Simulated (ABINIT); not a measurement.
**Ga2O3 (R-3c): G0W0 with ABINIT, start to end**

Aim: the G0W0 gap of Ga2O3 (R-3c) on PBE, step by step.

Calculated with ABINIT 10.8.3; PBE and many-body steps on it, plane waves.

**The experiments to reproduce.**

- Gap 5.62 ± 0.02 eV: lowest direct band-to-band transition E0, E parallel to c (M1-type CP); abstract instead prints 5.44 eV, which Table III gives as the exciton energy; generalized spectroscopic ellipsometry, critical-point model; 300 K; film (51.8 nm PAMBE film, fully lattice-relaxed) on m-plane Al2O3 (“Anisotropic dielectric functions, band-to-band transitions, and critical points in alpha-Ga2O3”, 2021, arxiv:2101.06595).

- Gap 5.2 eV: optical gap from Tauc plot assuming direct gap; largest value, film grown at 250 C; UV-vis transmittance/reflectance, Tauc plot; film on c-plane sapphire (“Low temperature growth and optical properties of alpha-Ga2O3 deposited on sapphire by plasma enhanced atomic layer deposition”, 2019, arxiv:1908.06914).

- Gap 5.15 eV: optical gap from Tauc plot assuming direct gap; lower end of the 5.15-5.20 eV range for alpha-phase films; UV-vis transmittance/reflectance, Tauc plot; film on c-plane sapphire (“Low temperature growth and optical properties of alpha-Ga2O3 deposited on sapphire by plasma enhanced atomic layer deposition”, 2019, arxiv:1908.06914).

- Gap 5.3 eV: optical direct gap from Tauc plot, alpha-phase dominant buffer stack; UV-Vis transmittance, Tauc plot; film (as-grown alpha-(Al0.3Ga0.7)2O3/alpha-Ga2O3 double layer on c-plane sapphire, mist CVD, slight kappa admixture) on Al2O3 (“Controlled Crystallinity of a Sn-Doped α-Ga2O3 Epilayer Using Rapidly Annealed Double Buffer Layers”, 2024, pmc:10818942).

- Gap 5.04 eV: direct optical gap from Tauc plot; UV-vis transmittance, Tauc plot; film on Al2O3 (“Ti Alloyed α-Ga2O3: Route towards Wide Band Gap Engineering”, 2020, pmc:7766553).

This is a selection; 1 further report is not listed.

## Step 1: Starting point

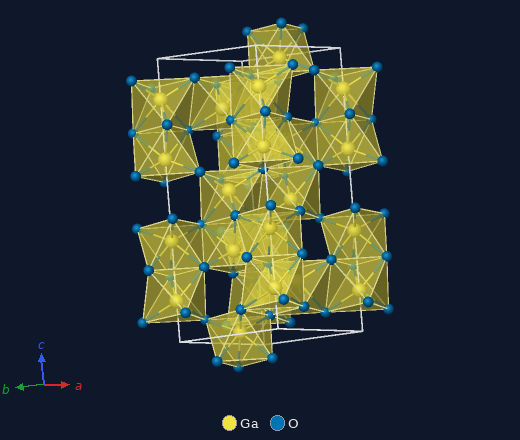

The cell as given, from a free direction (gallium yellow, oxygen blue). This picture shows the conventional cell, with its axes. Some periodic images of atoms are drawn too.

Coordinates:

```cif
data_structure
_symmetry_space_group_name_H-M 'P 1'
_symmetry_Int_Tables_number 1
_cell_length_a 5.3317
_cell_length_b 5.3317
_cell_length_c 5.3317
_cell_angle_alpha 55.894
_cell_angle_beta 55.894
_cell_angle_gamma 55.894
_cell_volume 96.97
loop_
_atom_site_label
_atom_site_type_symbol
_atom_site_fract_x
_atom_site_fract_y
_atom_site_fract_z
_atom_site_occupancy
Ga1 Ga 0.85559 0.85559 0.85559 1
Ga2 Ga 0.64441 0.64441 0.64441 1
Ga3 Ga 0.14441 0.14441 0.14441 1
Ga4 Ga 0.35559 0.35559 0.35559 1
O5 O 0.75000 0.44683 0.05317 1
O6 O 0.44683 0.05317 0.75000 1
O7 O 0.05317 0.75000 0.44683 1
O8 O 0.25000 0.55317 0.94683 1
O9 O 0.94683 0.25000 0.55317 1
O10 O 0.55317 0.94683 0.25000 1
```

The cell and positions are those that the Materials Project relaxed with its own functionals (PBE, PBE+U or r2SCAN), kept fixed. This is not the form that Ga2O3 usually takes at ambient conditions.

## Step 2: Ground state

This step: ABINIT 10.8.3; DFT, PBE, plane waves, norm-conserving pseudopotentials.

The ground-state density comes first.

run.abi

```
acell 3*1.0 Angstrom
rprim 
  2.498699193881 1.442624652211 4.483549768500
  -2.498699193881 1.442624652211 4.483549768500
  0.000000000000 -2.885249304422 4.483549768500
ntypat 2
znucl 31 8
natom 10
typat 1 1 1 1 2 2 2 2 2 2
xred 
  0.855585580000 0.855585580000 0.855585580000
  0.644414420000 0.644414420000 0.644414420000
  0.144414420000 0.144414420000 0.144414420000
  0.355585580000 0.355585580000 0.355585580000
  0.750000000000 0.446832820000 0.053167180000
  0.446832820000 0.053167180000 0.750000000000
  0.053167180000 0.750000000000 0.446832820000
  0.250000000000 0.553167180000 0.946832820000
  0.946832820000 0.250000000000 0.553167180000
  0.553167180000 0.946832820000 0.250000000000
pp_dirpath "pseudos"
pseudos "Ga.upf, O.upf"
ecut 45
ngkpt 4 4 4
nshiftk 1
shiftk 0 0 0
kptopt 1
chksymbreak 0
nband 69
occopt 1
tolvrs 1e-08
nstep 60
prtwf 0
optforces 0
optstress 0
indata_prefix "in"
outdata_prefix "out"
tmpdata_prefix "tmp"
```

On the command line:

```bash
OMP_NUM_THREADS=1 mpirun -n 8 abinit run.abi > log
```

Numbers of over 12 decimals in the logs are rounded to 6 here.

The program printed:

```text
.Version 10.8.3 of ABINIT. v10.8.2 released Aug 2026.

 Symmetries : space group R-3 c (#167); Bravais hR (rhombohedral)
================================================================================
 Values of the parameters that define the memory need of the present run
     intxc =       0    ionmov =       0      iscf =       7    lmnmax =       6
     lnmax =       6     mgfft =      64  mpssoang =       3    mqgrid =    3001
     natom =      10  nloc_mem =       1    nspden =       1   nspinor =       1
    nsppol =       1      nsym =      12    n1xccc =    2501    ntypat =       2
    occopt =       1   xclevel =       2
-    mband =          69        mffmem =           1         mkmem =           2
       mpw =        9445          nfft =      262144          nkpt =          13
================================================================================
  Rough estimation (10% accuracy) of disk space for files :
================================================================================

--------------------------------------------------------------------------------
------------- Echo of variables that govern the present computation ------------
--------------------------------------------------------------------------------
 -outvars: echo values of preprocessed input variables --------
            acell      1.8897261259E+00  1.8897261259E+00  1.8897261259E+00 Bohr

      chksymbreak           0
             ecut      4.50000000E+01 Hartree
-          fftalg         312

              ixc     -101130
              kpt      0.00000000E+00  0.00000000E+00  0.00000000E+00
                       2.50000000E-01  0.00000000E+00  0.00000000E+00
                       5.00000000E-01  0.00000000E+00  0.00000000E+00
                       2.50000000E-01  2.50000000E-01  0.00000000E+00
                       5.00000000E-01  2.50000000E-01  0.00000000E+00
                      -2.50000000E-01  2.50000000E-01  0.00000000E+00
                       5.00000000E-01  5.00000000E-01  0.00000000E+00
                       2.50000000E-01  2.50000000E-01  2.50000000E-01
                       5.00000000E-01  2.50000000E-01  2.50000000E-01
                      -2.50000000E-01  2.50000000E-01  2.50000000E-01
                       5.00000000E-01  5.00000000E-01  2.50000000E-01
[...]
kptrlatt        4    0    0      0    4    0      0    0    4
          kptrlen      3.77748572E+01
P           mkmem           2
            natom          10
            nband          69
            ngfft          64      64      64
             nkpt          13
            nstep          60
             nsym          12
           ntypat           2
              occ      2.000000  2.000000  2.000000  2.000000  2.000000  2.000000
                       2.000000  2.000000  2.000000  2.000000  2.000000  2.000000
                       2.000000  2.000000  2.000000  2.000000  2.000000  2.000000
                       2.000000  2.000000  2.000000  2.000000  2.000000  2.000000
                       2.000000  2.000000  2.000000  2.000000  2.000000  2.000000
                       2.000000  2.000000  2.000000  2.000000  2.000000  2.000000
                       2.000000  2.000000  2.000000  2.000000  2.000000  2.000000
                       2.000000  2.000000  2.000000  2.000000  2.000000  2.000000
                       2.000000  2.000000  2.000000  2.000000  2.000000  2.000000
                       2.000000  2.000000  2.000000  2.000000  2.000000  2.000000
                       0.000000  0.000000  0.000000  0.000000  0.000000  0.000000
[...]
optforces           0
        optstress           0
            prtwf           0
            rprim      2.4986991939E+00  1.4426246522E+00  4.4835497685E+00
[...]
spgroup         167

           tolvrs      1.00000000E-08

             xred      8.5558558000E-01  8.5558558000E-01  8.5558558000E-01
[...]
znucl       31.00000    8.00000

================================================================================

 chkinp: Checking input parameters for consistency.

================================================================================
== DATASET  1 ==================================================================
-   mpi_nproc: 8, omp_nthreads: 1 (-1 if OMP is not activated)
-    --> not optimal distribution: autoparal keyword recommended in input file <--

--- !DatasetInfo
iteration_state: {dtset: 1, }
dimensions: {natom: 10, nkpt: 13, mband: 69, nsppol: 1, nspinor: 1, nspden: 1, mpw: 9445, }
cutoff_energies: {ecut:  45.0, pawecutdg:  -1.0, }
electrons: {nelect:   1.20000000E+02, charge:   0.00000000E+00, occopt:   1.00000000E+00, tsmear:   1.00000000E-02, }

 Real(R)+Recip(G) space primitive vectors, cartesian coordinates (Bohr,Bohr^-1):
 R(1)=  4.7218571  2.7261655  8.4726811  G(1)=  0.1058905  0.0611359  0.0393421
 R(2)= -4.7218571  2.7261655  8.4726811  G(2)= -0.1058905  0.0611359  0.0393421
 R(3)=  0.0000000 -5.4523310  8.4726811  G(3)=  0.0000000 -0.1222719  0.0393421
 Unit cell volume ucvol=  6.5439078E+02 bohr^3
 Angles (23,13,12)=  5.58935053E+01  5.58935053E+01  5.58935053E+01 degrees

 getcut: wavevector=  0.0000  0.0000  0.0000  ngfft=  64  64  64
         ecut(hartree)=     45.000   => boxcut(ratio)=   2.10352

[...]
2   -1.331955
 pspatm: atomic psp has been read  and splines computed

   1.49327161E+04                                ecore*ucvol(ha*bohr**3)
--------------------------------------------------------------------------------

_setup2: Arith. and geom. avg. npw (full set) are    9435.203    9435.198

================================================================================

--- !BeginCycle
iteration_state: {dtset: 1, }
solver: {iscf: 7, nstep: 60, nline: 4, wfoptalg: 0, }
tolerances: {tolvrs: 1.00E-08, }

     iter   Etot(hartree)      deltaE(h)  residm     vres2
 ETOT  1  -1085.9762733929    -1.086E+03 6.621E-01 9.391E+03
 ETOT  2  -1090.2692442903    -4.293E+00 3.297E-02 1.651E+04
 ETOT  3  -1092.8437170267    -2.574E+00 2.454E-02 5.151E+02
 ETOT  4  -1092.8754111003    -3.169E-02 3.178E-02 3.301E+02
 ETOT  5  -1092.9011962471    -2.579E-02 2.295E-03 7.688E+01
 ETOT  6  -1092.9107240313    -9.528E-03 1.638E-03 1.525E+00
 ETOT  7  -1092.9108547547    -1.307E-04 6.088E-04 4.595E-01
 ETOT  8  -1092.9109134790    -5.872E-05 8.460E-04 1.724E-03
 ETOT  9  -1092.9109137587    -2.797E-07 3.513E-04 1.887E-05
 ETOT 10  -1092.9109137621    -3.358E-09 4.279E-04 3.038E-07
 ETOT 11  -1092.9109137621    -6.821E-11 1.821E-04 4.927E-09

 At SCF step   11       vres2   =  4.93E-09 < tolvrs=  1.00E-08 =>converged.

--- !ResultsGS
iteration_state: {dtset: 1, }
comment   : Summary of ground state results
lattice_vectors:
- [  4.7218571,   2.7261655,   8.4726811, ]
- [ -4.7218571,   2.7261655,   8.4726811, ]
- [  0.0000000,  -5.4523310,   8.4726811, ]
lattice_lengths: [  10.07543,   10.07543,   10.07543, ]
lattice_angles: [ 55.894,  55.894,  55.894, ] # degrees, (23, 13, 12)
lattice_volume:   6.5439078E+02
convergence: {deltae: -6.821E-11, res2:  4.927E-09, residm:  1.821E-04, diffor:  0.000E+00, }
etotal    :  -1.09291091E+03
entropy   :   0.00000000E+00
fermie    :   2.13395308E-01
cartesian_stress_tensor: null
pressure_GPa: null
xred      :
- [  8.5559E-01,   8.5559E-01,   8.5559E-01, Ga]
- [  6.4441E-01,   6.4441E-01,   6.4441E-01, Ga]
- [  1.4441E-01,   1.4441E-01,   1.4441E-01, Ga]
- [  3.5559E-01,   3.5559E-01,   3.5559E-01, Ga]
- [  7.5000E-01,   4.4683E-01,   5.3167E-02,  O]
- [  4.4683E-01,   5.3167E-02,   7.5000E-01,  O]
- [  5.3167E-02,   7.5000E-01,   4.4683E-01,  O]
- [  2.5000E-01,   5.5317E-01,   9.4683E-01,  O]
- [  9.4683E-01,   2.5000E-01,   5.5317E-01,  O]
- [  5.5317E-01,   9.4683E-01,   2.5000E-01,  O]
cartesian_forces: null
force_length_stats: {min: null, max: null, mean: null, }

 Integrated electronic density in atomic spheres:
 ------------------------------------------------
 Atom  Sphere_radius  Integrated_density
[...]
================================================================================

 ----iterations are completed or convergence reached----

 Mean square residual over all n,k,spin=   40.825E-08; max=  18.206E-05
 reduced coordinates (array xred) for   10 atoms
[...]
0.446832820000      0.053167180000      0.750000000000
       0.053167180000      0.750000000000      0.446832820000
       0.250000000000      0.553167180000      0.946832820000
       0.946832820000      0.250000000000      0.553167180000
       0.553167180000      0.946832820000      0.250000000000
 rms dE/dt=  0.0000E+00; max dE/dt=  0.0000E+00; dE/dt below (all hartree)
    1       0.000000000000      0.000000000000      0.000000000000
    2       0.000000000000      0.000000000000      0.000000000000
    3       0.000000000000      0.000000000000      0.000000000000
    4       0.000000000000      0.000000000000      0.000000000000
    5       0.000000000000      0.000000000000      0.000000000000
    6       0.000000000000      0.000000000000      0.000000000000
    7       0.000000000000      0.000000000000      0.000000000000
    8       0.000000000000      0.000000000000      0.000000000000
    9       0.000000000000      0.000000000000      0.000000000000
   10       0.000000000000      0.000000000000      0.000000000000

 cartesian coordinates (angstrom) at end:
[...]
6      0.983652    -1.442625     5.604437
    7     -1.741176    -0.130555     5.604437
    8     -0.757524    -1.573180     7.846212
    9      1.741176     0.130555     7.846212
   10     -0.983652     1.442625     7.846212
 length scales=  1.889726125908  1.889726125908  1.889726125908 bohr
              =  1.000000000000  1.000000000000  1.000000000000 angstroms
 prteigrs : about to open file out_EIG
 Fermi (or HOMO) energy (hartree) =   0.21340   Average Vxc (hartree)=  -0.44931
 Eigenvalues (hartree) for nkpt=  13  k points:
 kpt#   1, nband= 69, wtk=  0.01563, kpt=  0.0000  0.0000  0.0000 (reduced coord)
  -4.98583   -4.98583   -4.98583   -4.98582   -3.17356   -3.17356   -3.17354   -3.17340
  -3.17273   -3.17273   -3.17271   -3.17271   -3.17260   -3.17260   -3.17260   -3.17260
  -0.48012   -0.40802   -0.40802   -0.40603   -0.40556   -0.40556   -0.25594   -0.25594
  -0.25273   -0.25273   -0.25025   -0.24926   -0.24782   -0.24782   -0.24618   -0.24618
  -0.24434   -0.24434   -0.24181   -0.24181   -0.24175   -0.24158   -0.23220   -0.23220
  -0.20982   -0.20982   -0.04893   -0.02394    0.02261    0.02261    0.05977    0.07053
   0.08382    0.08382    0.09496    0.17761    0.17761    0.19533    0.19533    0.20292
   0.20310    0.20310    0.20569    0.20569    0.31838    0.46001    0.46610    0.54100
   0.58939    0.58939    0.59258    0.61808    0.62581
 prteigrs : prtvol=0 or 1, do not print more k-points.

--- !EnergyTerms
iteration_state     : {dtset: 1, }
comment             : Components of total free energy in Hartree
kinetic             :  5.51360939736138E+02
hartree             :  4.08394109945229E+02
xc                  : -1.29158394276826E+02
Ewald energy        : -5.95982657166164E+02
psp_core            :  2.28192641697130E+01
local_psp           : -1.09592912371506E+03
non_local_psp       : -2.54415052455155E+02
total_energy        : -1.09291091376212E+03
total_energy_eV     : -2.97396210068292E+04
band_energy         : -1.26579496363221E+02

== END DATASET(S) ==============================================================
================================================================================

 -outvars: echo values of variables after computation  --------
           etotal     -1.0929109138E+03
            nband          69
             nkpt          13
          spgroup         167
 [... the other variables as echoed above ...]

 Calculation completed.
```

It took 67 s on 8 MPI ranks of Arm Neoverse V2, shared host; peak memory 1.1 GiB; 9 min of CPU time.

This step gave:

```
total energy               : -29739.6210 eV
gap                        : 2.857 eV
k of the valence top       : 0.25, 0, 0
k of the conduction bottom : 0, 0, 0
least direct gap           : 3.066 eV
```

The gap is indirect, with the least direct gap 0.21 eV higher.

(Continued in part 2 of 3.)

[Paths, hosts, dates, memory and timing lines, banners, echoed tables and standing remarks are left out of the program output.]

[Logs are printed without paths, hosts, clocks, repeated set-up lines and the standing remarks that a program may print on its own settings, such as how far it seeks lower states.]

[Runs of the session that timed out or met a known fault of the program may be left out.]

[Hosts, paths, dates, database ids (printed as entryN), source tags and the programs' standing remarks are cut or masked in the printed files.]

[G0W0 gaps are taken among the corrected bands and points alone; a level outside them can change the order at an edge.]

[Where Ansatz stands beside ABINIT at settings called matched, ABINIT's density can come from a denser mesh and the files from another edition; pairs whose starting gaps differed by over 0.03 eV were left out, so agreement reads better than it is.]
